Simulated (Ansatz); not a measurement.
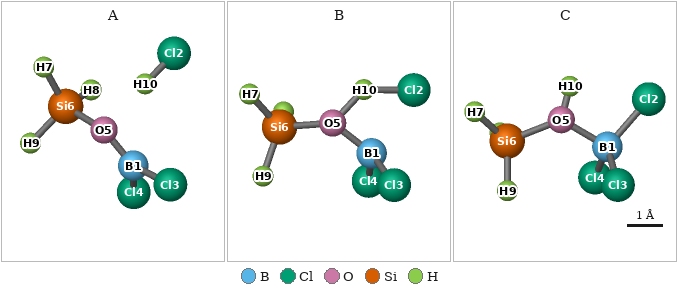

3 geometries from a converged minimum-energy path of BSiH4OCl3, shuffled. Style: ball-and-stick. Shown face on.

Computed with RKS LDA/def2-SVP in Ansatz. Settings: 5 movable images; climbing image; force threshold 0.05 eV/Å; iteration limit 60; starting path through a guess of the saddle point.

**Which of them lies highest in energy?**

B. In order along the path, whose images run from 0 to 6: C (image 0, 0.0 kJ/mol), B (image 2, +45.9 kJ/mol), A (image 5, +0.4 kJ/mol). Breaking: B1–Cl2 (1.83 → 2.20 at the top → 3.73 Å), O5–H10 (0.99 → 1.32 at the top → 1.78 Å). Forming: Cl2–H10 (2.35 → 1.48 at the top → 1.32 Å).

The run took 74 s on 4 threads of Arm Neoverse V2 (shared host), peak memory 0.18 GiB.
